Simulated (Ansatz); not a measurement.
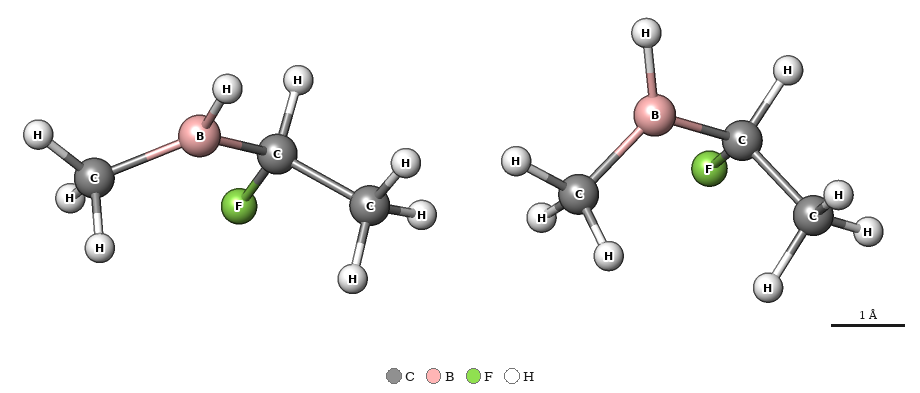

Two geometries of C3H8BF (coarse preliminary run), drawn at one scale. One is the start of a relaxation, the other its converged end. The picture is a ball-and-stick view, seen at a tilt.

All numbers below come from RKS PBE-D4/def2-SVP in Ansatz. (force threshold 0.03 eV/Å; at most 200 steps)

Which one is relaxed?

The left one is the relaxed one. The start comes from a force field. An H atom moves most after the best rigid fit: 1.19 Å. Largest moves by element: H 1.19 Å, F 0.57 Å, C 0.44 Å, B 0.36 Å. Some distances before and after: C–H 1.023 → 1.109 Å, C–H 1.178 → 1.109 Å, C–H 1.068 → 1.120 Å, C–H 1.155 → 1.108 Å. Among the angles between lasting bonds that change: B–C–H 113.4° → 103.6°, H–C–H 104.2° → 111.5°, H–C–H 114.4° → 108.5°. Groups turn about B–C by about 60°, B–C by about 35°. The energy falls by 15.7 kcal/mol in 14 accepted moves (15 points after the start). Largest force component: 4.9 eV/Å at the start, 0.0068 eV/Å at the end. The line search rejected the trial step at point 11 of the run. Cost: 15 s on 4 threads of Arm Neoverse V2 (shared host).
